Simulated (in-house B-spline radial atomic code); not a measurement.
Tc¹⁰⁺: RPA and GW calculation

- system: Tc¹⁰⁺, configuration [Ar] 3d10 4s2 4p3.
- method: RPA, second-order and SOSEX correlation energies and G0W0 (contour deformation) on a non-relativistic mean field, all electrons, B-spline basis (in-house B-spline radial atomic code)

Summary:

| quantity | value |
| --- | --- |
| outcome | converged |
| mean-field total energy | −4174.78481 hartree |
| total energy with exact exchange alone | −4174.78481 hartree |
| exact exchange energy | −118.76107 hartree |
| RPA correlation, extrapolated in the angular momentum of the empty orbitals | −2.34503 hartree |
| RPA correlation, as summed | −2.31340 hartree |
| direct second-order term | −2.55729 hartree |
| second-order exchange term | 0.74943 hartree |
| SOSEX term | 0.71238 hartree |
| hardware | 1 CPU thread, shared host |
| wall time | 3.7 s |

Notes:

Relativity is left out, which matters for an atom this heavy. Limits: relativity is absent.

Input:
```
Z = 43
electrons = 33.0
configuration = [Ar] 3d10 4s2 4p3
hamiltonian = nr
method = hf
lmax = 9
spin_polarised = True
box_radius = 6.62
intervals = 49
```

Launched within a batch (the task file carries these settings):
```bash
python <driver script> task.json out
```

The program writes its results to a structured record and prints no log; tables and figures of this report are taken from that record.

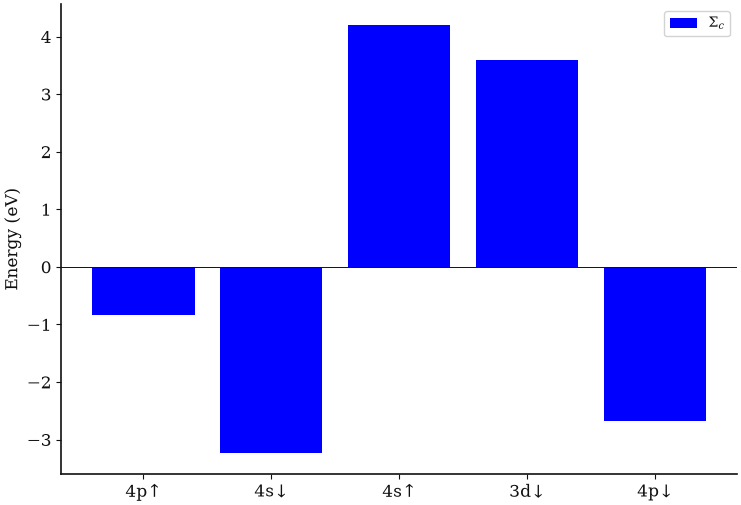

The G₀W₀ correction to each level (on Hartree–Fock the correlation self-energy alone) for Tc¹⁰⁺ ([Ar] 3d¹⁰ 4s² 4p³). All-electron spherical atom, non-relativistic, Hartree-Fock start, no spin-orbit coupling, Breit or QED terms; computed with a B-spline radial code. The quasi-particle equation is solved at full frequency; levels of low quasi-particle weight Z are left out. Σ columns are in eV, and Σc holds an estimate for the angular momenta beyond the basis. G₀W₀ moves the highest occupied level, 4p↑, from −216.17 to −217.00 eV (renormalisation factor Z = 0.98). The empty level 4p↓ goes from −187.79 to −190.47 eV.

| Level | Mean field (eV) | Σc (eV) | Z | G₀W₀ (eV) |
| --- | --- | --- | --- | --- |
| 4p↑ | −216.17 | −0.83 | 0.98 | −217.00 |
| 4s↓ | −234.08 | −3.23 | 0.98 | −237.31 |
| 4s↑ | −250.78 | 4.19 | 0.87 | −246.58 |
| 3d↓ | −466.26 | 3.59 | 0.97 | −462.67 |
| 4p↓ | −187.79 | −2.67 | 0.98 | −190.47 |
